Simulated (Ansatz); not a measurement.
YCl3 (space group C2/m)

```yaml
crystal:
  lattice:
    - [3.42684, -5.91395, 0.00000]
    - [3.42684, 5.91395, 0.00000]
    - [-2.26569, 0.00000, 5.91321]
  atoms:
    - { symbol: Y, position: [0.16632, 0.83368, 0.00000] }
    - { symbol: Y, position: [0.83368, 0.16632, 0.00000] }
    - { symbol: Cl, position: [0.93722, 0.58114, 0.24502] }
    - { symbol: Cl, position: [0.06278, 0.41886, 0.75498] }
    - { symbol: Cl, position: [0.41886, 0.06278, 0.75498] }
    - { symbol: Cl, position: [0.58114, 0.93722, 0.24502] }
    - { symbol: Cl, position: [0.78002, 0.78002, 0.74737] }
    - { symbol: Cl, position: [0.21998, 0.21998, 0.25263] }
```

Equation-of-state scan: isotropic scaling of the cell above, V₀ being its volume. The atoms relax within the cell's symmetry.

The numbers are results of r2SCAN+rVV10 (plane waves to 500 eV, PAW, scalar-relativistic; Ansatz, a program for electronic structure), not measurements. k mesh 6×6×6 (Γ-centred), Fermi-Dirac smearing 0.05 eV. Energies are smeared free energies. Stress and pressure are positive under compression. With the shape held, the modulus is that of even scaling; a crystal free to change shape is softer. YCl3 is run without spin polarisation. YCl3 was relaxed with its symmetry unable to fall. The zero of ΔE is the relaxed starting cell.

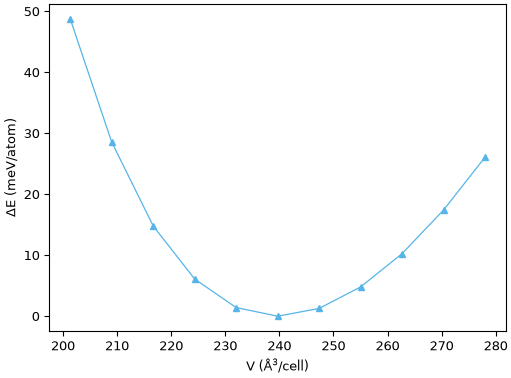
Fig. 1. ΔE (meV/atom) against V (Å³/cell); one marker a computed point.

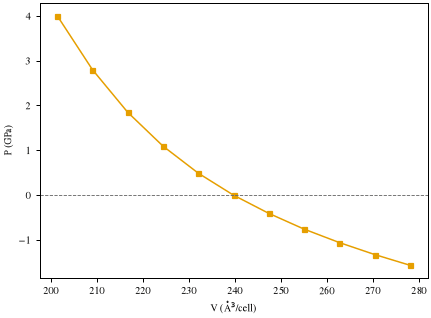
Figure. P (GPa) against V (Å³/cell); markers are the computed points, lines only join them.

The pressure at the smallest volume is 4.01 GPa. The bulk modulus at fixed cell shape B₀ (third-order Birch-Murnaghan fit) is 14.5 GPa, the pressure derivative B₀′ (fit) comes out as 5.0 and the energy cost of the largest expansion is 26.1 meV/atom. The pressure for 5 % compression (fit) is 0.8 GPa.

Check by three points about V = 29.960 Å³/atom, step 0.959: d²E/dV² ≈ (1.4 − 2·0.0 + 1.3) meV / 0.959² = 0.00294 eV/Å⁶, and V·d²E/dV² × 160.2 = 14.1 GPa.

(Under strain, the slope of the energy per volume gives the stress and its curvature an elastic modulus.)
